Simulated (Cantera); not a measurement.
Feed: 1 mol CH₃F, 1.3 mol H₂, 0.35 mol HCl, at 10.0 mbar.

Cantera equilibrium calculation (NASA polynomials, part measured and part estimated; ideal gas, pure solids and liquids). Candidate condensed phases: C, C₆H₆, C₇H₈, C₈H₁₈; 118 gas species. The numbers say what is thermodynamically allowed, not how fast it happens.

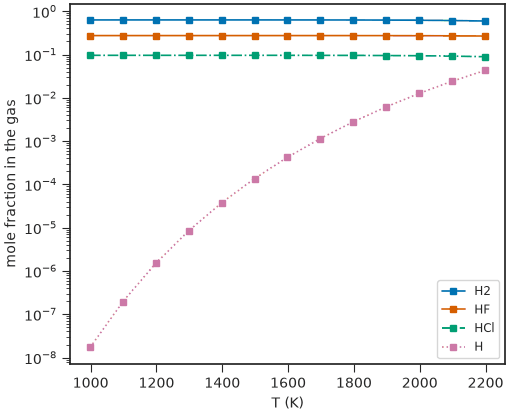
*Equilibrium gas composition (values under 1e-9 drawn at 1e-9)*

From 998 K to 2198 K the condensed part is C(graphite). The main C-bearing gas is CH₄ at 998 K and C₂H₂ (acetylene) at 2198 K.
